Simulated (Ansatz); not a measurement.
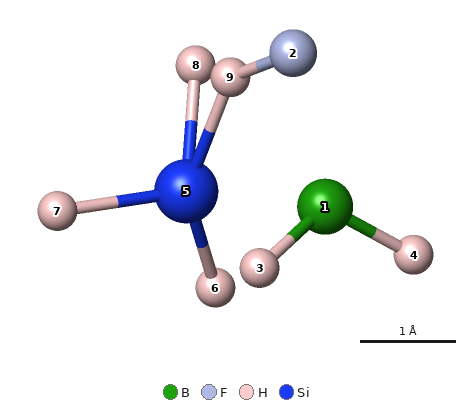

The input geometry (ball-and-stick view, seen at a tilt; atoms are numbered from 1 in the order of the input).

## Geometry relaxation, with input and output: BSiH₆F

The run: geometry relaxation of BSiH₆F. Method and program: RKS B3LYP-D4/def2-TZVP (Ansatz 0.2.0).

The input holds or restrains some coordinates. It belongs to a series of runs on one base structure; here: pulled along the bonds that form and break, towards end B. Figures and captions count atoms from 1; the log counts them from 0 in places.

The program's output:
```
The last accepted step is kept in [file] (removed where the run ends without a failure and the disk answers)
Engine: ansatz 0.2.0, aarch64-unknown-linux-gnu
Functional definition: B3LYP
  parameter a0 = 0.2
  parameter ax = 0.72
  parameter ac = 0.81
  exchange = (1 - a0 - ax)*slater_x + ax*b88_x + a0*exact_x
  correlation = (1 - ac)*vwn_rpa_c + ac*lyp_c
850 factors; their error is unknown
mean field evaluation 1: about -11364.6872 eV, gradient 2.8e1 eV
mean field evaluation 2: about -11364.5169 eV, gradient 3.2e1 eV
mean field evaluation 4: about -11366.6480 eV, gradient 2.6e0 eV
mean field evaluation 8: about -11366.6635 eV, gradient 1.7e-2 eV
mean field evaluation 16: about -11366.6933 eV, gradient 2.6e-5 eV
mean field -11366.69331632 eV, -417.7182747535 hartree, gradient 2.6e-5 eV, S^2 0.000000; 0 other end points of the search recorded, 0 dependent functions left out
the calculation of the forces begins
reference -11366.69357354 eV, -417.7182842059 hartree; 17, 17 occupied and 118, 118 virtual orbitals, 850 factors
relax step   1: F+E_penalty+E_count = -11366.90542926 eV  Δ(F+E_penalty+E_count) = +0.000e0 eV  max|allowed force component| = 6.474e0 eV/Å  E_restraint = 34.74861392 eV  max|allowed force component, restraints' pulls added| = 3.430e1 eV/Å  Δτ_max = 0.0000 Å  (27 SCF iters, accepted)
  distance B 0 - Si 4 = 2.2500 Å
  distance H 8 - F 1 = 1.0668 Å
  distance B 0 - F 1 = 1.6700 Å
  distance H 8 - Si 4 = 1.4424 Å
these checks for a lower state are left out or cut short: starts, cluster_reference, orbital_swaps, neighbouring_geometries, increment
850 factors; their error is unknown
mean field -11368.39614396 eV, -417.7808525149 hartree, gradient 1.2e-5 eV, S^2 0.000000; 0 other end points of the search recorded, 0 dependent functions left out
[... from here on the field's lines of each further geometry are left out, up to the last ...]
relax step   2: F+E_penalty+E_count = -11368.60589863 eV  Δ(F+E_penalty+E_count) = -1.700e0 eV  max|allowed force component| = 3.916e0 eV/Å  E_restraint = 18.11592623 eV  max|allowed force component, restraints' pulls added| = 2.132e1 eV/Å  Δτ_max = 0.1948 Å  (35 SCF iters, accepted)
relax step   3: F+E_penalty+E_count = -11369.05235697 eV  Δ(F+E_penalty+E_count) = -4.465e-1 eV  max|allowed force component| = 3.450e0 eV/Å  E_restraint = 7.29437954 eV  max|allowed force component, restraints' pulls added| = 1.316e1 eV/Å  Δτ_max = 0.1947 Å  (35 SCF iters, accepted)
relax step   4: F+E_penalty+E_count = -11369.44077978 eV  Δ(F+E_penalty+E_count) = -3.884e-1 eV  max|allowed force component| = 3.522e0 eV/Å  E_restraint = 1.71689245 eV  max|allowed force component, restraints' pulls added| = 7.227e0 eV/Å  Δτ_max = 0.1949 Å  (30 SCF iters, accepted)
relax step   5: F+E_penalty+E_count = -11369.82451333 eV  Δ(F+E_penalty+E_count) = -3.837e-1 eV  max|allowed force component| = 2.784e0 eV/Å  E_restraint = 0.15642629 eV  max|allowed force component, restraints' pulls added| = 2.769e0 eV/Å  Δτ_max = 0.1947 Å  (29 SCF iters, accepted)
relax step   6: F+E_penalty+E_count = -11370.14615123 eV  Δ(F+E_penalty+E_count) = -3.216e-1 eV  max|allowed force component| = 1.194e0 eV/Å  E_restraint = 0.03297826 eV  max|allowed force component, restraints' pulls added| = 2.306e0 eV/Å  Δτ_max = 0.1937 Å  (35 SCF iters, accepted)
relax step   7: F+E_penalty+E_count = -11370.15649033 eV  Δ(F+E_penalty+E_count) = -1.034e-2 eV  max|allowed force component| = 9.045e-1 eV/Å  E_restraint = 0.00904659 eV  max|allowed force component, restraints' pulls added| = 3.820e-1 eV/Å  Δτ_max = 0.1999 Å  (30 SCF iters, accepted)
relax step   8: F+E_penalty+E_count = -11370.16307503 eV  Δ(F+E_penalty+E_count) = -6.585e-3 eV  max|allowed force component| = 6.596e-1 eV/Å  E_restraint = 0.01200993 eV  max|allowed force component, restraints' pulls added| = 7.566e-1 eV/Å  Δτ_max = 0.1277 Å  (28 SCF iters, accepted)
relax step   9: F+E_penalty+E_count = -11370.16948169 eV  Δ(F+E_penalty+E_count) = -6.407e-3 eV  max|allowed force component| = 6.337e-1 eV/Å  E_restraint = 0.00883158 eV  max|allowed force component, restraints' pulls added| = 2.711e-1 eV/Å  Δτ_max = 0.1417 Å  (28 SCF iters, accepted)
relax step  10: F+E_penalty+E_count = -11370.16044999 eV  Δ(F+E_penalty+E_count) = +9.032e-3 eV  max|allowed force component| = 6.912e-1 eV/Å  E_restraint = 0.00562451 eV  max|allowed force component, restraints' pulls added| = 6.448e-1 eV/Å  Δτ_max = 0.0931 Å  (29 SCF iters, rejected (line search))
the calculation of the forces begins
reference -11369.98280946 eV, -417.8391613966 hartree; 17, 17 occupied and 118, 118 virtual orbitals, 850 factors
relax step  11: F+E_penalty+E_count = -11370.18038329 eV  Δ(F+E_penalty+E_count) = -1.090e-2 eV  max|allowed force component| = 6.325e-1 eV/Å  E_restraint = 0.00827462 eV  max|allowed force component, restraints' pulls added| = 1.466e-1 eV/Å  Δτ_max = 0.0465 Å  (30 SCF iters, accepted)
  distance B 0 - Si 4 = 1.9716 Å
  distance H 8 - F 1 = 0.9286 Å
  distance B 0 - F 1 = 2.5183 Å
  distance H 8 - Si 4 = 2.6569 Å
850 factors; their error is unknown
mean field evaluation 96: about -11369.9474 eV, gradient 1.4e0 eV
```

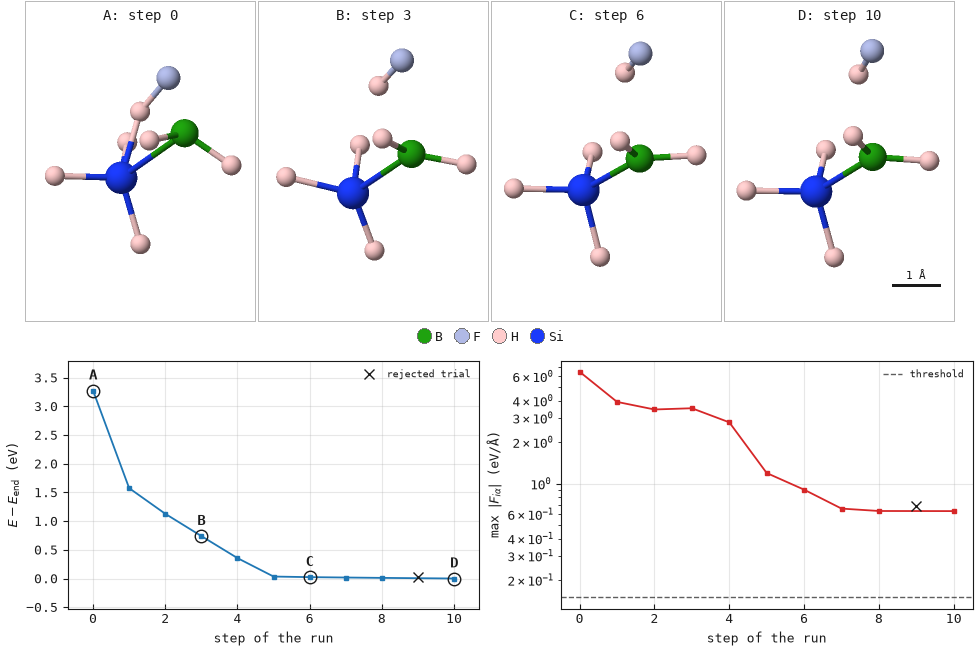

Frames of the restrained relaxation (ball-and-stick view, seen at a tilt) above the curves, on which the letters mark them (the first geometry is step 0 here and step 1 in the log).

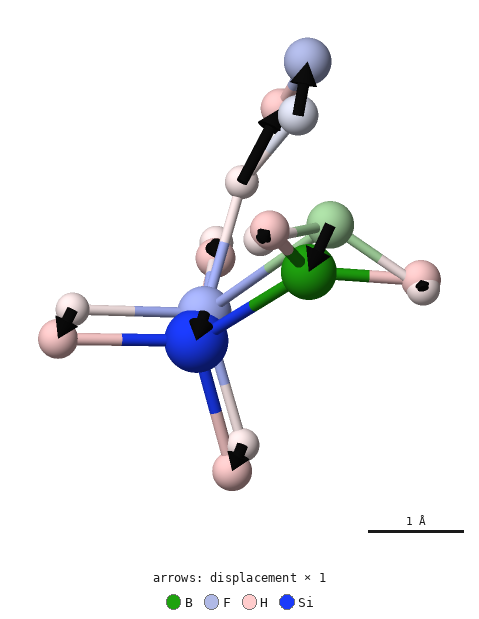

Start (faint) and end (solid) with the displacements as black arrows, at true length (ball-and-stick view, seen at a tilt). The two geometries are laid on each other by the best rigid fit. H9 moves most after the best rigid fit: 0.91 Å. By element the largest moves are H 0.91 Å, F 0.58 Å, B 0.55 Å, Si 0.34 Å. Among the contacts that change: Si5–H9 1.442 → 2.657 Å, B1–Si5 2.250 → 1.972 Å, F2–H9 1.067 → 0.929 Å, Si5–H8 1.460 → 1.509 Å. Bonds break: Si5–H9 (1.44 → 2.66 Å). Among the angles that change: H3–B1–Si5 97.0° → 122.7°, H4–B1–Si5 101.2° → 119.1°, B1–Si5–H7 109.5° → 116.9°. The energy falls by 3.275 eV in 10 geometry steps. Largest force component: 6.5 eV/Å at the start, 0.63 eV/Å at the end. The line search rejected the trial step at point 9 (counted from 0) and went back. (Atoms are counted from 1 in the order of the input.)

```
mean field -11369.98255189 eV, -417.8391519311 hartree, gradient 6.8e-5 eV, S^2 0.000000; 1 other end points of the search recorded, 0 dependent functions left out
the calculation of the forces begins
reference -11369.98280946 eV, -417.8391613966 hartree; 17, 17 occupied and 118, 118 virtual orbitals, 850 factors
Total energy: -11370.18064086 eV, -417.8464315663 hartree
Atom 0 at     0.053292    -0.449679    -0.282506 Å, force    -0.049971     0.632517    -0.216278 eV/Å
Atom 1 at     0.058637     0.395887     2.089572 Å, force     0.074862     0.187681    -0.182634 eV/Å
Atom 2 at     1.013112     0.168071    -0.610513 Å, force     0.002563     0.024425    -0.007222 eV/Å
Atom 3 at    -1.018126     0.038862    -0.467505 Å, force     0.040502    -0.020617     0.004381 eV/Å
Atom 4 at     0.159448    -2.292356     0.410534 Å, force     0.002925    -0.590347     0.297709 eV/Å
Atom 5 at    -0.722878    -3.237106    -0.321636 Å, force    -0.008208     0.019043     0.005413 eV/Å
Atom 6 at     1.510353    -2.894705     0.507975 Å, force     0.003491     0.014474    -0.002887 eV/Å
Atom 7 at    -0.375161    -2.243649     1.820418 Å, force     0.020315    -0.014199    -0.040577 eV/Å
Atom 8 at    -0.194377    -0.469724     2.311060 Å, force    -0.086478    -0.252977     0.142094 eV/Å
Dipole moment:    -0.066449    -0.247289     0.013707 e Å
```

Trajectory as extended XYZ (Å, eV, eV/Å), 11 frames, from step=1 to step=11:
```
9
Properties=species:S:1:pos:R:3:forces:R:3 step=1 energy=-11366.90543
B     0.0000    0.0000    0.0000    0.0910  -4.1592  -0.2124
F     0.0000    0.0000    1.6700    0.1790   4.2865   1.1857
H     1.0305    0.0000   -0.5950    0.2331   1.1240   0.6539
H    -1.0305    0.0000   -0.5950   -0.2488   1.0252   0.7096
Si    0.0940   -2.1331    0.7095    0.8780  -4.0090  -6.4741
H    -0.6959   -2.9783   -0.1812   -0.3929  -0.5609   0.1840
H     1.4817   -2.5871    0.7061    0.3383  -0.4592   0.3499
H    -0.4425   -2.2202    2.0645   -0.0430  -0.1142   0.9769
H     0.0470   -1.0657    1.6785   -1.0348   2.8667   2.6264
9
Properties=species:S:1:pos:R:3:forces:R:3 step=2 energy=-11368.60590
B     0.0028   -0.1070   -0.0899    0.0333  -3.9161   0.3677
F     0.0011    0.0540    1.8071    0.2609   1.7731  -0.0399
H     1.0417    0.0104   -0.5985    0.6144   1.2393   0.2279
H    -1.0407    0.0093   -0.5974   -0.5473   1.0621   0.3336
Si    0.1021   -2.2030    0.5653    0.7832   1.6778  -0.1434
H    -0.7115   -3.0004   -0.1970   -1.3579  -1.8693  -1.1293
H     1.4897   -2.5961    0.7051    0.5113  -0.6010   0.0117
H    -0.4330   -2.2211    2.0448    0.3627  -0.0836  -0.7088
H     0.0322   -0.9304    1.8178   -0.6607   0.7178   1.0804
9
Properties=species:S:1:pos:R:3:forces:R:3 step=3 energy=-11369.05236
B     0.0057   -0.2261   -0.1953   -0.0189  -3.0519   0.3697
F     0.0036    0.0943    1.9282    0.1857   3.4495  -0.3702
H     1.0524    0.0256   -0.6005    0.7169   1.2315  -0.0782
H    -1.0499    0.0218   -0.5977   -0.5845   0.9790   0.0571
Si    0.1158   -2.2359    0.4410    1.0914   3.2629   2.9271
H    -0.7318   -3.0282   -0.2173   -1.9833  -2.5956  -1.7426
H     1.4958   -2.6028    0.7026    0.4847  -0.6530  -0.2653
H    -0.4262   -2.2213    2.0248    0.4650  -0.1661  -1.6000
H     0.0189   -0.8117    1.9716   -0.3570  -2.4563   0.7024
9
Properties=species:S:1:pos:R:3:forces:R:3 step=4 energy=-11369.44078
B     0.0089   -0.3466   -0.2915    0.0166  -1.2042   0.0762
F     0.0073    0.1780    2.0243    0.1827   1.9571  -0.4292
H     1.0642    0.0500   -0.6024    0.1672   0.8463  -0.0945
H    -1.0586    0.0394   -0.5965   -0.0699   0.5434   0.0205
Si    0.1372   -2.2547    0.3492    0.5290   2.3565   3.5217
H    -0.7668   -3.0784   -0.2484   -1.4211  -2.1302  -1.2819
H     1.5062   -2.6170    0.6934    0.4073  -0.6552  -0.4225
H    -0.4163   -2.2260    1.9818    0.4684  -0.0363  -1.7933
H     0.0023   -0.7290    2.1474   -0.2802  -1.6774   0.4031
9
Properties=species:S:1:pos:R:3:forces:R:3 step=5 energy=-11369.82451
B     0.0146   -0.4206   -0.3448    0.0487   0.1621  -0.0269
F     0.0204    0.2492    2.0588    0.0886  -0.1736   0.0266
H     1.0580    0.0809   -0.6046   -0.1492   0.4046  -0.0912
H    -1.0483    0.0518   -0.5923    0.1574   0.1757  -0.0184
Si    0.1407   -2.2674    0.3337   -0.1235   0.8406   2.7841
H    -0.7913   -3.1472   -0.2779   -0.4214  -1.1502  -0.6170
H     1.5198   -2.6514    0.6636    0.1976  -0.5461  -0.4497
H    -0.3977   -2.2229    1.8959    0.3325   0.0141  -1.4366
H    -0.0318   -0.6569    2.3249   -0.1308   0.2727  -0.1709
9
Properties=species:S:1:pos:R:3:forces:R:3 step=6 energy=-11370.14615
B     0.0211   -0.4429   -0.3127    0.1640   0.4767  -0.2160
F     0.1096    0.3302    2.0870   -0.3853  -1.1728   0.3777
H     1.0215    0.1353   -0.6017   -0.0944   0.0594   0.0015
H    -1.0240    0.0541   -0.5677   -0.0909   0.0905   0.0264
Si    0.1248   -2.2735    0.4148    0.4233  -0.5399  -0.0411
H    -0.7241   -3.2619   -0.2968    0.0512  -0.0298  -0.0179
H     1.5323   -2.7799    0.5320   -0.3328  -0.0238  -0.0069
H    -0.4199   -2.2105    1.7939   -0.0992  -0.0546   0.3537
H    -0.1571   -0.5352    2.4086    0.3640   1.1942  -0.4775
9
Properties=species:S:1:pos:R:3:forces:R:3 step=7 energy=-11370.15649
B     0.0619   -0.4567   -0.3267   -0.3016   0.9045   0.2107
F     0.0203    0.3684    2.0505    0.1461   0.2461  -0.0799
H     1.0178    0.1231   -0.7304    0.0111  -0.0491  -0.0893
H    -0.9928    0.1157   -0.3801    0.1924  -0.2417  -0.1801
Si    0.1565   -2.2727    0.4381    0.0457  -0.7775   0.0612
H    -0.6867   -3.2228   -0.3327   -0.0199  -0.0161  -0.0247
H     1.5157   -2.8596    0.5368   -0.0025   0.0227   0.0260
H    -0.4118   -2.3052    1.8301    0.0293   0.1378  -0.0305
H    -0.1965   -0.4745    2.3718   -0.1006  -0.2266   0.1066
9
Properties=species:S:1:pos:R:3:forces:R:3 step=8 energy=-11370.16308
B     0.0579   -0.4325   -0.2830   -0.4915   0.6596  -0.5718
F     0.1189    0.3420    2.1149   -0.1269  -0.2456  -0.0325
H     1.0059    0.1318   -0.7294    0.0032   0.0568   0.1585
H    -1.0292    0.0633   -0.4907    0.4373  -0.1543   0.2228
Si    0.1576   -2.2670    0.4305   -0.0365  -0.5680   0.4899
H    -0.6916   -3.2117   -0.3364   -0.0271  -0.0006  -0.0426
H     1.5125   -2.8471    0.5472    0.0684  -0.0275  -0.0038
H    -0.4060   -2.2755    1.8375    0.0377   0.0368  -0.1654
H    -0.2417   -0.4877    2.3668    0.1355   0.2428  -0.0551
9
Properties=species:S:1:pos:R:3:forces:R:3 step=9 energy=-11370.16948
B     0.0491   -0.4523   -0.2641   -0.1201   0.6337  -0.2975
F     0.0619    0.4293    2.0959    0.0753   0.1504  -0.2021
H     1.0122    0.1587   -0.5904    0.0139   0.0587  -0.0118
H    -1.0235    0.0424   -0.4451    0.1100  -0.0458   0.0200
Si    0.1561   -2.3040    0.4054    0.0222  -0.5686   0.3734
H    -0.7130   -3.2526   -0.3361   -0.0359   0.0378   0.0060
H     1.5098   -2.9004    0.5038    0.0026   0.0233  -0.0012
H    -0.3811   -2.2575    1.8173    0.0319  -0.0197  -0.0740
H    -0.1871   -0.4478    2.2707   -0.1000  -0.2699   0.1872
9
Properties=species:S:1:pos:R:3:forces:R:3 step=10 energy=-11370.16045 accepted=F
B     0.0870   -0.4538   -0.2999   -0.2601   0.6912  -0.0359
F     0.0978    0.3659    2.0809    0.2140   0.6362  -0.2797
H     0.9984    0.2439   -0.6022    0.0774  -0.1414  -0.0257
H    -1.0085   -0.0345   -0.4955   -0.0522   0.1210  -0.0622
Si    0.1492   -2.2835    0.4252    0.3001  -0.6584   0.1585
H    -0.7408   -3.2124   -0.3129   -0.0406   0.0017  -0.0205
H     1.4969   -2.8942    0.5020    0.0065  -0.0652   0.0516
H    -0.3772   -2.2528    1.8346   -0.0132   0.0587  -0.0412
H    -0.2187   -0.4631    2.3253   -0.2319  -0.6439   0.2551
9
Properties=species:S:1:pos:R:3:forces:R:3 step=11 energy=-11370.18038
B     0.0533   -0.4497   -0.2825   -0.0500   0.6325  -0.2163
F     0.0586    0.3959    2.0896    0.0749   0.1877  -0.1826
H     1.0131    0.1681   -0.6105    0.0026   0.0244  -0.0072
H    -1.0181    0.0389   -0.4675    0.0405  -0.0206   0.0044
Si    0.1594   -2.2924    0.4105    0.0029  -0.5903   0.2977
H    -0.7229   -3.2371   -0.3216   -0.0082   0.0190   0.0054
H     1.5104   -2.8947    0.5080    0.0035   0.0145  -0.0029
H    -0.3752   -2.2436    1.8204    0.0203  -0.0142  -0.0406
H    -0.1944   -0.4697    2.3111   -0.0865  -0.2530   0.1421
```

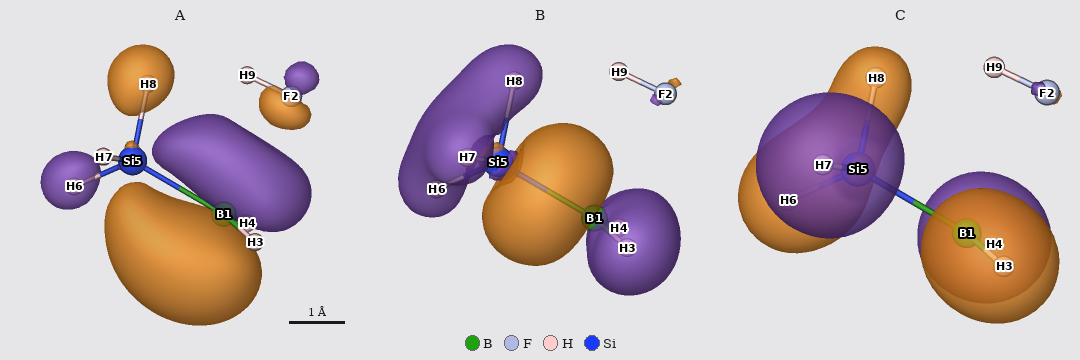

Three frontier orbitals at ±0.1 Å⁻³ᐟ² (orange and purple are the two phases). C is the HOMO−1 (−9.27 eV). Its weight (Hirshfeld) is mainly on Si5 (20 %), H7 (20 %), B1 (20 %), H4 (15 %) and H3 (10 %). B is the HOMO (−8.45 eV). By Hirshfeld shares it lies mainly on B1 (35 %) and Si5 (35 %). A is the LUMO (−2.35 eV). By Hirshfeld shares it lies mainly on B1 (55 %) and Si5 (20 %). The HOMO–LUMO gap is 6.10 eV between the orbital energies.

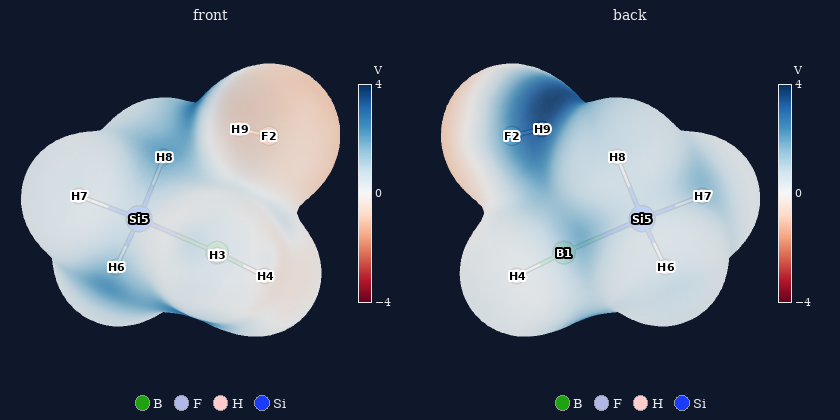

The molecular electrostatic potential painted on the density surface at 0.004 e/bohr³, seen at a tilt and from behind; red is negative and blue positive.

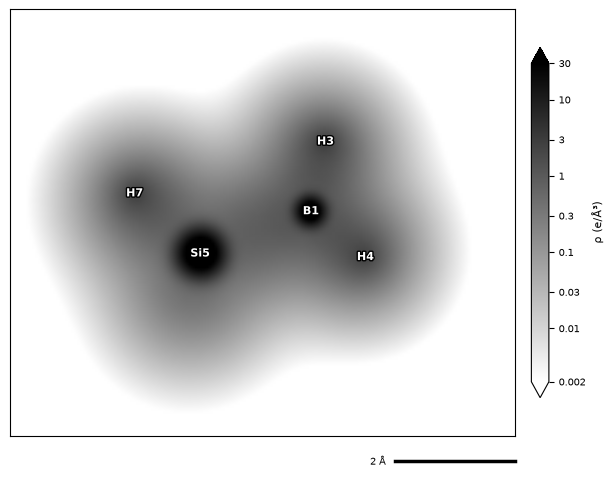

Electron density on the plane of atoms B1, Si5 and H7. The section cuts through B, H and Si sites. B–H (1.19 Å): ρ at the midpoint is about 1.3 e/Å³. Si–H (1.48 Å): ρ is about 0.81 e/Å³ halfway.

The run was set up as follows.

The input:
```yaml
crystal:
  periodic: [false, false, false]
  atoms:
    - { symbol: B, position_ang: [0.0, 0.0, 0.0] }
    - { symbol: F, position_ang: [0.0, 0.0, 1.67] }
    - { symbol: H, position_ang: [1.0305, 0.0, -0.595] }
    - { symbol: H, position_ang: [-1.0305, 0.0, -0.595] }
    - { symbol: Si, position_ang: [0.094, -2.1331, 0.7095] }
    - { symbol: H, position_ang: [-0.6959, -2.9783, -0.1812] }
    - { symbol: H, position_ang: [1.4817, -2.5871, 0.7061] }
    - { symbol: H, position_ang: [-0.4425, -2.2202, 2.0645] }
    - { symbol: H, position_ang: [0.047, -1.0657, 1.6785] }
basis:
  gaussian: { orbitals: def2-TZVP }
hamiltonian:
  xc: b3lyp
  dispersion: d4
relax:
  f_tol: 0.15
  max_steps: 25
  restrain:
    - { distance: [0, 4], at: 1.95, k: 30.0 }
    - { distance: [8, 1], at: 0.92, k: 30.0 }
    - { distance: [0, 1], at: 2.52, k: 30.0 }
    - { distance: [8, 4], at: 2.66, k: 30.0 }
output:
  orbitals: {}
```

Launch command:
```bash
ansatz run input.yaml --threads 4 --pin off --max-ram 5120MiB --backend cpu --events-out ev --progress --plain --runs-dir out
```

Results in brief:

```json
{"quantity": "outcome", "value": "converged under the restraints of the input"}
{"quantity": "total energy", "value": "−11370.1806 eV"}
{"quantity": "mean-field energy", "value": "−11369.9828 eV"}
{"quantity": "largest force (length of the vector) at the end, held atoms and coordinates included", "value": "0.670 eV/Å"}
{"quantity": "hardware", "value": "4 threads of Arm Neoverse V1, 24 GiB of memory available, shared host"}
{"quantity": "wall time", "value": "15 s (CPU time 53 s)"}
{"quantity": "peak memory", "value": "0.23 GiB"}
```
